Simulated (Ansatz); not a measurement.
**B$_{2}$H$_{6}$Si (SMILES B[SiH2]B): density, localisation and related maps**

```xyz
9

B    -0.9918    0.4824   -1.1953
Si    0.6759    0.4964   -0.0526
B     0.3199   -1.0130    1.2444
H    -1.0601   -0.2105   -2.1793
H    -1.9641    1.1194   -0.8764
H     0.8374    1.8058    0.6627
H     1.9035    0.2318   -0.8743
H     0.6306   -2.1456    0.9732
H    -0.2628   -0.8129    2.2804
```

Method: RKS B3LYP-D4/cc-pVDZ in Ansatz 0.2.0.

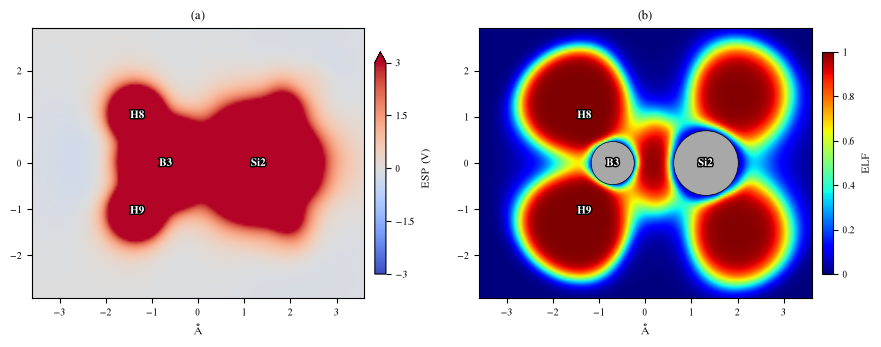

Figure 1. (a) electrostatic potential; (b) ELF on the plane of atoms H8, B3 and H9. Grey discs cover the atomic cores in the ELF map.

**What does the map show?**

- The section cuts through Si, B and H sites.
- Si–B (2.02 Å): the ELF peaks at about 1 between the atoms, as expected for localised, covalent bonding.
- B–H (1.21 Å): the ELF climbs to about 1 towards the hydrogen, as it does in any bond to H: a covalent bond by its length.
- The potential has no marked negative region in this plane.

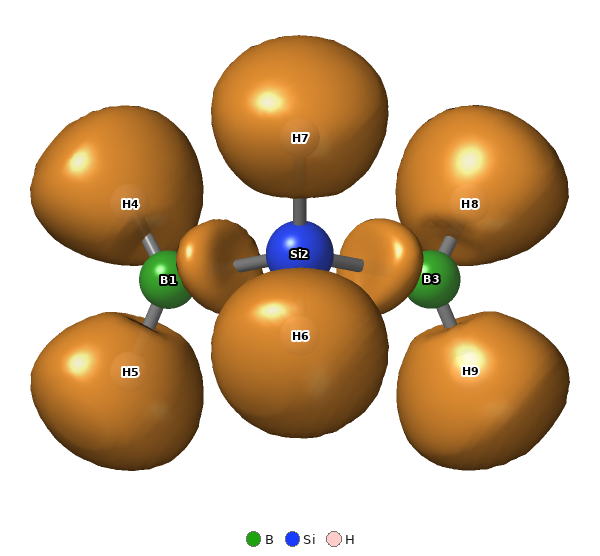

Figure 2. Isosurface of the electron localisation function at 0.9 (orange), seen from one side. Core shells and regions of very low density are left out.

**Identify the bonds, lone pairs and shells in this picture.**

At this value the surface marks out two regions between bonded B–Si atoms (shared pairs) and six regions around hydrogen nuclei.

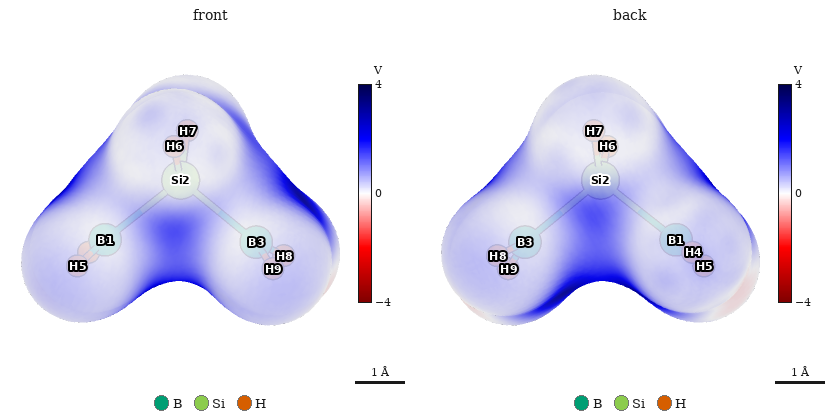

Figure 3. The electrostatic potential painted on the density surface at 0.004 e/bohr³, seen from the front and from behind; red is negative and blue positive.

**Which sites attract a positive test charge, and which a negative one?**

A positive charge is drawn to the negative regions and a negative charge to the positive ones. The most negative region (about −0.2 V) lies over H5, the most positive (about +3.1 V) over B1 and B3.

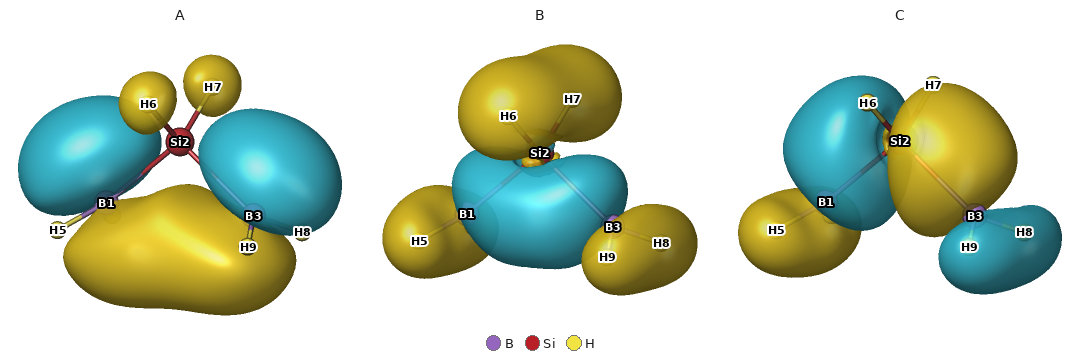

Figure 4. Three frontier orbitals at ±0.08 Å⁻³ᐟ² (yellow and cyan are the two phases), in no order.

**Which picture is the HOMO−1, the HOMO and the LUMO?**

B is the HOMO−1 (−8.66 eV). It lies mainly on Si2 (about 35 %), B1 (about 15 %), B3 (about 15 %), H6 (about 10 %) and H7 (about 10 %). C is the HOMO (−7.70 eV). It lies mainly on Si2 (about 35 %), B1 (about 25 %) and B3 (about 25 %). A is the LUMO (−3.08 eV). Its weight (Hirshfeld) is mainly on B1 (about 35 %) and B3 (about 35 %).

**What is the HOMO–LUMO gap?**

4.62 eV between the orbital energies.
